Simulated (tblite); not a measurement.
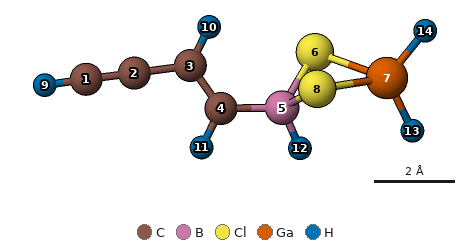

Figure 1. The structure as given in the input (ball-and-stick view, seen at a tilt; atoms are numbered from 1 in the order of the input). Sticks mark near contacts. Bond lengths as drawn: B–C 1.55 Å, B–Cl 1.83 to 1.84 Å, B–H 1.21 Å, Cl–Ga 2.20 to 2.22 Å, C–C 1.23 to 1.43 Å, C–H 1.06 to 1.10 Å and Ga–H 1.58 to 1.60 Å.

## Geometry relaxation of C4H6BCl2Ga (part 1 of 4)

- system: C4H6BCl2Ga
- method: GFN2-xTB geometry optimisation, gas phase (tblite 0.8.0)

It belongs to a series of runs on one base structure; here: Ga replaced by B.

Input file
```
{"job": {"kind": "relax", "xc": "GFN2-xTB", "basis": "xTB"}, "charge": 0, "multiplicity": 1}
C      4.010300     0.488100    -1.228600
C      2.890300     0.594300    -0.732900
C      1.603700     0.686700    -0.115800
C      0.632600    -0.106900    -0.576400
B     -0.814700    -0.139400    -0.026100
Cl    -1.100300     0.284600     1.726600
Ga    -3.221800     0.568800     1.143500
Cl    -1.908100     1.277600    -0.469600
H      4.969700     0.390400    -1.665900
H      1.368000     1.387200     0.681500
H      0.881700    -0.818000    -1.380900
H     -1.367800    -1.187100    -0.263800
H     -3.988700    -0.810300     0.874300
H     -3.955700     1.663600     2.012000
```

The first line tells a small driver script what to run in tblite; the rest is the geometry in Å.

Launch command:
```bash
OMP_NUM_THREADS=1 python <driver script> task.json out
```

What the program printed
```
step      E/eV     max force
  0    -629.81244    2.986
  1    -629.98083    5.761
  2    -630.29479    0.909
  3    -630.35227    0.550
  4    -630.38382    0.438
  5    -630.40142    0.406
  6    -630.42435    0.391
  7    -630.43867    0.336
  8    -630.44771    0.236
  9    -630.45406    0.253
 10    -630.45981    0.266
 11    -630.46351    0.204
 12    -630.46601    0.177
 13    -630.46867    0.156
 14    -630.47186    0.143
 15    -630.47486    0.136
 16    -630.47720    0.099
 17    -630.47925    0.151
 18    -630.48186    0.183
 19    -630.48561    0.180
 20    -630.48999    0.185
 21    -630.49413    0.174
 22    -630.49824    0.189
 23    -630.50404    0.256
 24    -630.51308    0.356
 25    -630.52452    0.359
 26    -630.53501    0.304
 27    -630.54445    0.274
 28    -630.55252    0.246
 29    -630.56051    0.299
 30    -630.57013    0.322
 31    -630.58176    0.304
 32    -630.59163    0.335
 33    -630.59798    0.410
 34    -630.60822    0.241
 35    -630.61332    0.157
 36    -630.61867    0.192
 37    -630.62343    0.254
 38    -630.62999    0.224
 39    -630.63510    0.149
 40    -630.63780    0.153
 41    -630.64044    0.242
 42    -630.64300    0.197
 43    -630.64635    0.090
 44    -630.64743    0.085
 45    -630.64938    0.125
 46    -630.65141    0.140
 47    -630.65397    0.125
 48    -630.65621    0.128
 49    -630.65849    0.136
 50    -630.66159    0.193
 51    -630.66596    0.209
 52    -630.67020    0.168
 53    -630.67304    0.157
 54    -630.67644    0.119
 55    -630.67936    0.192
 56    -630.68170    0.183
 57    -630.68483    0.160
 58    -630.68683    0.118
 59    -630.68752    0.172
 60    -630.68857    0.172
 61    -630.68945    0.231
 62    -630.69200    0.120
 63    -630.69269    0.091
 64    -630.69361    0.074
 65    -630.69456    0.132
 66    -630.69534    0.103
 67    -630.69583    0.053
 68    -630.69617    0.045
 69    -630.69653    0.046
 70    -630.69702    0.051
 71    -630.69757    0.054
 72    -630.69807    0.057
 73    -630.69853    0.055
 74    -630.69908    0.067
 75    -630.69979    0.064
 76    -630.70056    0.073
 77    -630.70131    0.077
 78    -630.70217    0.110
 79    -630.70337    0.109
 80    -630.70500    0.122
 81    -630.70640    0.160
 82    -630.70822    0.094
 83    -630.70961    0.091
 84    -630.71078    0.070
 85    -630.71141    0.052
 86    -630.71208    0.047
 87    -630.71256    0.054
 88    -630.71311    0.060
 89    -630.71360    0.047
 90    -630.71398    0.052
 91    -630.71430    0.057
 92    -630.71469    0.054
 93    -630.71516    0.046
 94    -630.71560    0.048
 95    -630.71591    0.049
 96    -630.71617    0.049
 97    -630.71649    0.046
 98    -630.71727    0.056
 99    -630.71793    0.065
100    -630.71875    0.112
101    -630.71960    0.128
102    -630.72073    0.115
103    -630.72231    0.099
104    -630.72469    0.112
105    -630.72771    0.148
106    -630.73043    0.127
107    -630.73017    0.259
108    -630.73304    0.086
109    -630.73363    0.075
110    -630.73452    0.077
111    -630.73547    0.081
112    -630.73645    0.078
113    -630.73752    0.065
114    -630.73844    0.066
115    -630.73950    0.070
116    -630.74057    0.104
117    -630.74186    0.156
118    -630.74304    0.175
119    -630.74463    0.168
120    -630.74647    0.096
121    -630.74891    0.094
122    -630.75049    0.341
123    -630.75218    0.253
124    -630.75399    0.096
125    -630.75580    0.124
126    -630.75709    0.080
127    -630.75809    0.094
128    -630.75875    0.047
129    -630.75930    0.064
130    -630.75965    0.043
131    -630.75992    0.040
132    -630.76013    0.036
133    -630.76030    0.026
134    -630.76042    0.031
135    -630.76051    0.020
136    -630.76057    0.016
137    -630.76060    0.013
138    -630.76063    0.018
139    -630.76066    0.017
140    -630.76070    0.018
141    -630.76075    0.020
142    -630.76079    0.023
143    -630.76083    0.020
144    -630.76086    0.013
145    -630.76090    0.014
146    -630.76094    0.019
147    -630.76098    0.023
148    -630.76102    0.020
149    -630.76105    0.011
150    -630.76106    0.006
```

Trajectory as extended XYZ (Å, eV, eV/Å), 57 of the 151 frames kept, from step=0 to step=150
```
14
Properties=species:S:1:pos:R:3:forces:R:3 step=0 energy=-629.81244
C     4.0103    0.4881   -1.2286   -2.3020   0.2370   1.0470
C     2.8903    0.5943   -0.7329    2.1180   0.1670  -0.3260
C     1.6037    0.6867   -0.1158    0.5980  -0.2260  -0.7610
C     0.6326   -0.1069   -0.5764    0.2400  -0.2040  -0.3060
B    -0.8147   -0.1394   -0.0261   -0.7110  -0.8990  -0.1000
Cl   -1.1003    0.2846    1.7266    1.1070  -1.0780   2.5190
Ga   -3.2218    0.5688    1.1435   -0.7100  -0.1440   0.4140
Cl   -1.9081    1.2776   -0.4696   -0.8230   1.1120  -2.6460
H     4.9697    0.3904   -1.6659   -0.3910   0.0330   0.1180
H     1.3680    1.3872    0.6815    0.5630  -0.0090  -0.1780
H     0.8817   -0.8180   -1.3809   -0.0870   0.4370   0.3870
H    -1.3678   -1.1871   -0.2638   -0.0040   0.3040   0.0130
H    -3.9887   -0.8103    0.8743    0.2480   0.3650  -0.0050
H    -3.9557    1.6636    2.0120    0.1540  -0.0940  -0.1760
14
Properties=species:S:1:pos:R:3:forces:R:3 step=3 energy=-630.35227
C     3.9943    0.4906   -1.2204   -0.4830   0.0750   0.2530
C     2.9101    0.6121   -0.7090    0.2840   0.0930   0.0610
C     1.6212    0.6816   -0.1435   -0.1380   0.0640   0.0460
C     0.6347   -0.1080   -0.5781   -0.2500  -0.0060   0.0790
B    -0.8352   -0.1669   -0.0276    0.1240   0.2700   0.1490
Cl   -1.0510    0.2274    1.8419   -0.0400  -0.4230   0.0990
Ga   -3.2464    0.5637    1.1621    0.3970   0.0680  -0.0110
Cl   -1.9511    1.3220   -0.5954   -0.3080  -0.2690  -0.3190
H     4.9386    0.3936   -1.6546    0.1790   0.0060  -0.0850
H     1.4046    1.3799    0.6623    0.3990   0.0080  -0.1460
H     0.8799   -0.8044   -1.3718   -0.0220   0.0160  -0.0460
H    -1.3767   -1.1814   -0.2649   -0.2800  -0.1030  -0.0160
H    -3.9754   -0.7911    0.8735    0.1070   0.1240  -0.0340
H    -3.9483    1.6606    2.0034    0.0300   0.0770  -0.0290
14
Properties=species:S:1:pos:R:3:forces:R:3 step=5 energy=-630.40142
C     3.9872    0.4931   -1.2150    0.1340   0.0070  -0.0370
C     2.9135    0.6223   -0.6934   -0.1920  -0.0150   0.0570
C     1.6141    0.6818   -0.1477    0.2000   0.0390  -0.0090
C     0.6246   -0.1055   -0.5728   -0.0560  -0.1110  -0.1470
B    -0.8353   -0.1598   -0.0195   -0.2500  -0.1530   0.0500
Cl   -1.0439    0.1905    1.8698   -0.1530  -0.2070  -0.2420
Ga   -3.2272    0.5670    1.1652    0.3500   0.0850  -0.0310
Cl   -1.9782    1.3139   -0.6389   -0.1440  -0.3710   0.0810
H     4.9360    0.3956   -1.6540   -0.0140   0.0420   0.0340
H     1.4355    1.3805    0.6514    0.1320   0.2190   0.1550
H     0.8777   -0.8010   -1.3729   -0.1170   0.1050   0.0900
H    -1.3943   -1.1839   -0.2654   -0.0590   0.2030   0.0680
H    -3.9659   -0.7795    0.8712    0.0990   0.0990  -0.0270
H    -3.9446    1.6646    1.9997    0.0700   0.0590  -0.0410
14
Properties=species:S:1:pos:R:3:forces:R:3 step=8 energy=-630.44771
C     3.9855    0.4978   -1.2089    0.0310   0.0160   0.0060
C     2.9115    0.6254   -0.6847   -0.0520  -0.1190  -0.1430
C     1.6114    0.6853   -0.1449    0.0350   0.0510   0.0880
C     0.6124   -0.0993   -0.5691    0.0290   0.1250   0.1050
B    -0.8548   -0.1663   -0.0097    0.0380  -0.1160  -0.1440
Cl   -1.0563    0.1328    1.8616    0.0410  -0.0280  -0.0390
Ga   -3.1722    0.5809    1.1661   -0.2140   0.0220   0.0960
Cl   -2.0186    1.2586   -0.6647    0.0180  -0.0780   0.0140
H     4.9340    0.4030   -1.6492   -0.0080   0.0460   0.0470
H     1.4786    1.4026    0.6553   -0.0730   0.0150   0.0350
H     0.8620   -0.7910   -1.3701   -0.0840   0.0700   0.0450
H    -1.4215   -1.1707   -0.2597   -0.0330  -0.1320  -0.0410
H    -3.9432   -0.7547    0.8662    0.1090   0.1180   0.0080
H    -3.9293    1.6750    1.9897    0.1640   0.0080  -0.0780
14
Properties=species:S:1:pos:R:3:forces:R:3 step=11 energy=-630.46351
C     3.9875    0.5014   -1.2058   -0.0560   0.0190   0.0350
C     2.9035    0.6124   -0.6990    0.0180   0.0170   0.0000
C     1.6150    0.6917   -0.1345   -0.0970  -0.0210  -0.0180
C     0.6111   -0.0865   -0.5591   -0.0530  -0.0140   0.0190
B    -0.8595   -0.1818   -0.0216   -0.0220   0.0130   0.0260
Cl   -1.0581    0.1140    1.8495    0.0150  -0.0100   0.0610
Ga   -3.1763    0.5875    1.1760    0.0110  -0.0180   0.0010
Cl   -2.0274    1.2302   -0.6659    0.0000   0.0270  -0.0590
H     4.9354    0.4109   -1.6432    0.0520   0.0190  -0.0050
H     1.4820    1.4131    0.6635    0.0100  -0.0260  -0.0020
H     0.8477   -0.7776   -1.3629    0.0360   0.0560  -0.0090
H    -1.4315   -1.1835   -0.2638    0.0510  -0.1760  -0.0890
H    -3.9247   -0.7352    0.8655   -0.0170  -0.0380  -0.0020
H    -3.9054    1.6829    1.9792    0.0530   0.1550   0.0420
14
Properties=species:S:1:pos:R:3:forces:R:3 step=13 energy=-630.46867
C     3.9865    0.5042   -1.2028    0.0370   0.0080  -0.0140
C     2.8996    0.6098   -0.7017   -0.0530   0.0390   0.0420
C     1.6111    0.6933   -0.1326   -0.0010  -0.0110  -0.0310
C     0.6055   -0.0827   -0.5538   -0.0380  -0.0410  -0.0370
B    -0.8645   -0.1888   -0.0242   -0.1090  -0.0870   0.0400
Cl   -1.0557    0.1013    1.8547   -0.0550   0.0130  -0.0300
Ga   -3.1766    0.5892    1.1810    0.1060   0.0250  -0.0270
Cl   -2.0342    1.2216   -0.6776    0.0080  -0.0180   0.0360
H     4.9373    0.4158   -1.6401   -0.0330   0.0220   0.0320
H     1.4873    1.4151    0.6653   -0.0070  -0.0120   0.0250
H     0.8443   -0.7676   -1.3606    0.0410   0.0080  -0.0480
H    -1.4325   -1.2007   -0.2719    0.1260  -0.0070  -0.0330
H    -3.9177   -0.7289    0.8649   -0.0650  -0.0820   0.0030
H    -3.8911    1.6979    1.9774    0.0420   0.1440   0.0440
14
Properties=species:S:1:pos:R:3:forces:R:3 step=16 energy=-630.47720
C     3.9834    0.5110   -1.1970   -0.0380   0.0160   0.0110
C     2.8901    0.6092   -0.7058   -0.0210   0.0540   0.0380
C     1.6016    0.6945   -0.1309    0.0280  -0.0040  -0.0040
C     0.5933   -0.0806   -0.5495    0.0530  -0.0210  -0.0640
B    -0.8799   -0.2097   -0.0257    0.0910  -0.0340  -0.0210
Cl   -1.0615    0.0865    1.8527   -0.0440  -0.0310  -0.0410
Ga   -3.1687    0.5963    1.1865   -0.0360   0.0490   0.0120
Cl   -2.0399    1.2033   -0.6841    0.0000  -0.0530   0.0280
H     4.9377    0.4274   -1.6306   -0.0820   0.0190   0.0490
H     1.4899    1.4145    0.6723   -0.0250  -0.0470   0.0000
H     0.8439   -0.7506   -1.3646   -0.0070  -0.0430  -0.0640
H    -1.4161   -1.2349   -0.2908    0.0500   0.0620   0.0360
H    -3.9160   -0.7292    0.8659   -0.0490   0.0390   0.0570
H    -3.8585    1.7419    1.9794    0.0800  -0.0060  -0.0360
14
Properties=species:S:1:pos:R:3:forces:R:3 step=19 energy=-630.48561
C     3.9724    0.5204   -1.1894   -0.0620   0.0270   0.0290
C     2.8783    0.6198   -0.7029    0.0680   0.0480   0.0110
C     1.5945    0.6935   -0.1300   -0.0930  -0.0130   0.0230
C     0.5931   -0.0844   -0.5591    0.0340  -0.0180  -0.0140
B    -0.8753   -0.2323   -0.0301    0.1190   0.1150  -0.0130
Cl   -1.0760    0.0711    1.8393    0.0840  -0.0800   0.0580
Ga   -3.1691    0.6102    1.1914   -0.1030  -0.0620  -0.0190
Cl   -2.0414    1.1771   -0.6797   -0.0080  -0.0100  -0.1030
H     4.9259    0.4414   -1.6140    0.0860   0.0050  -0.0360
H     1.4828    1.4039    0.6806   -0.0640  -0.0390   0.0250
H     0.8443   -0.7446   -1.3826    0.0110  -0.0170  -0.0450
H    -1.3890   -1.2570   -0.3018   -0.0750  -0.0830   0.0150
H    -3.9273   -0.7230    0.8797   -0.0320   0.1490   0.0950
H    -3.8139    1.7835    1.9763    0.0380  -0.0200  -0.0260
14
Properties=species:S:1:pos:R:3:forces:R:3 step=21 energy=-630.49413
C     3.9584    0.5346   -1.1791    0.0840   0.0260  -0.0260
C     2.8656    0.6380   -0.6948    0.0570   0.0240  -0.0020
C     1.5825    0.6927   -0.1275   -0.0330   0.0000   0.0190
C     0.5940   -0.0899   -0.5718   -0.0220  -0.0210   0.0100
B    -0.8649   -0.2558   -0.0369   -0.0930   0.0190  -0.0070
Cl   -1.0846    0.0353    1.8339    0.1050  -0.0400   0.0160
Ga   -3.1743    0.6238    1.1977    0.0490  -0.0590  -0.0660
Cl   -2.0510    1.1404   -0.6937    0.0070  -0.0120  -0.0720
H     4.9148    0.4604   -1.5945    0.1380   0.0050  -0.0640
H     1.4745    1.3895    0.6925   -0.1480  -0.0150   0.0820
H     0.8435   -0.7364   -1.4073    0.0470   0.0220  -0.0140
H    -1.3655   -1.2877   -0.3128   -0.0770  -0.0440   0.0260
H    -3.9407   -0.6982    0.9043   -0.1030   0.1020   0.0960
H    -3.7531    1.8328    1.9679   -0.0120  -0.0060   0.0020
14
Properties=species:S:1:pos:R:3:forces:R:3 step=24 energy=-630.51308
C     3.9453    0.5709   -1.1616    0.1520   0.0410  -0.0290
C     2.8521    0.6823   -0.6769   -0.0270  -0.0370   0.0170
C     1.5566    0.6914   -0.1194    0.1840  -0.0020  -0.0350
C     0.5937   -0.1044   -0.5973   -0.0110   0.0530   0.0380
B    -0.8594   -0.3055   -0.0550   -0.1580  -0.2180  -0.0640
Cl   -1.0827   -0.0488    1.8233   -0.0150   0.1050  -0.1250
Ga   -3.1702    0.6473    1.1990    0.3150   0.1650   0.0060
Cl   -2.0712    1.0585   -0.7374    0.0180  -0.0340   0.0700
H     4.9138    0.5023   -1.5646   -0.0740   0.0390   0.0150
H     1.4255    1.3522    0.7315   -0.1270  -0.0990  -0.0440
H     0.8510   -0.7150   -1.4615    0.0420   0.1010   0.1090
H    -1.3338   -1.3557   -0.3274   -0.0460   0.0550   0.0140
H    -3.9954   -0.6253    0.9780   -0.2380  -0.0810   0.0610
H    -3.6260    1.9295    1.9473   -0.0130  -0.0890  -0.0330
14
Properties=species:S:1:pos:R:3:forces:R:3 step=27 energy=-630.54445
C     3.9418    0.6270   -1.1388   -0.1430   0.0660   0.1160
C     2.8434    0.7332   -0.6560    0.0030  -0.0830   0.0530
C     1.5374    0.6867   -0.1081   -0.0100  -0.0790  -0.0300
C     0.5961   -0.1162   -0.6244   -0.0230   0.0060   0.0290
B    -0.8623   -0.3852   -0.0896    0.1680  -0.0250  -0.0490
Cl   -1.0777   -0.1390    1.7828   -0.0530   0.1660  -0.0370
Ga   -3.1259    0.6896    1.1961    0.0420  -0.0390   0.1050
Cl   -2.0898    0.9436   -0.7790   -0.0080   0.0230  -0.0130
H     4.9165    0.5616   -1.5317   -0.1460   0.0720   0.0350
H     1.3331    1.2875    0.7786    0.1710  -0.0920  -0.1940
H     0.8689   -0.6758   -1.5173    0.0320   0.0620   0.1000
H    -1.3108   -1.4415   -0.3418   -0.0230  -0.1070  -0.1270
H    -4.1046   -0.5233    1.0935   -0.0200   0.1480   0.0670
H    -3.4668    2.0315    1.9136    0.0100  -0.1180  -0.0530
14
Properties=species:S:1:pos:R:3:forces:R:3 step=29 energy=-630.56051
C     3.9287    0.6615   -1.1166   -0.0850   0.0410   0.0730
C     2.8271    0.7492   -0.6432   -0.0200  -0.0500   0.0510
C     1.5261    0.6794   -0.1037   -0.1760  -0.0990   0.0100
C     0.5918   -0.1189   -0.6343   -0.0360  -0.1200  -0.0300
B    -0.8564   -0.4400   -0.1120    0.0380   0.0980   0.0140
Cl   -1.0877   -0.1791    1.7552    0.0340   0.0910   0.0330
Ga   -3.0991    0.7149    1.2092   -0.1320  -0.1310   0.0470
Cl   -2.1046    0.8752   -0.7994   -0.0330   0.0200  -0.0510
H     4.9000    0.6026   -1.5045    0.0510   0.0720  -0.0380
H     1.3099    1.2523    0.7892    0.1610   0.0630   0.0360
H     0.8754   -0.6446   -1.5381    0.0550  -0.0600  -0.0600
H    -1.2912   -1.5023   -0.3671    0.0460  -0.0710  -0.1180
H    -4.1511   -0.4621    1.1518    0.0970   0.2720   0.0780
H    -3.3695    2.0914    1.8914    0.0020  -0.1260  -0.0450
```
